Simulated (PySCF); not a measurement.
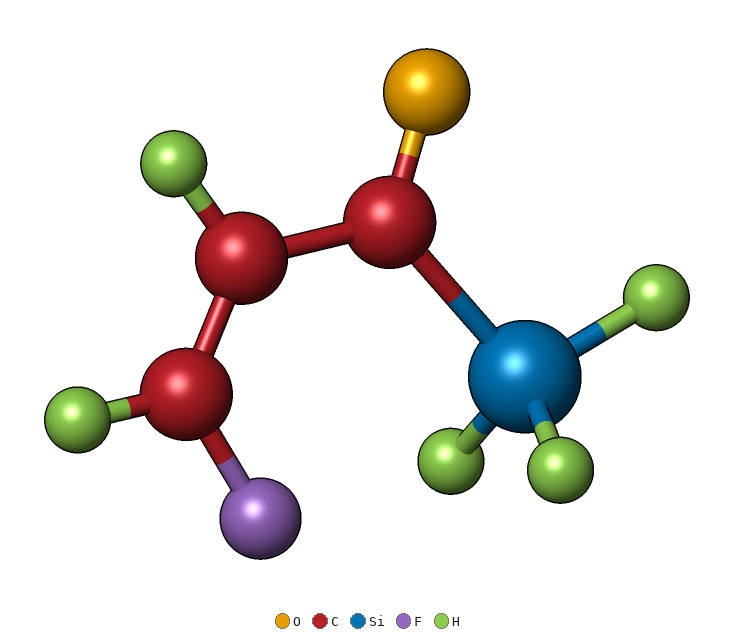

Source: calculation with PySCF.

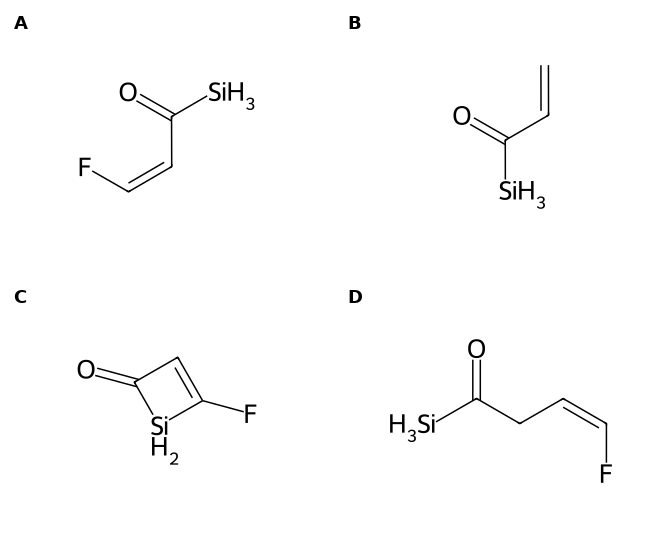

**The first picture shows one of the molecules drawn in the second. Which?**

A, `O=C([SiH3])/C=C\F`.
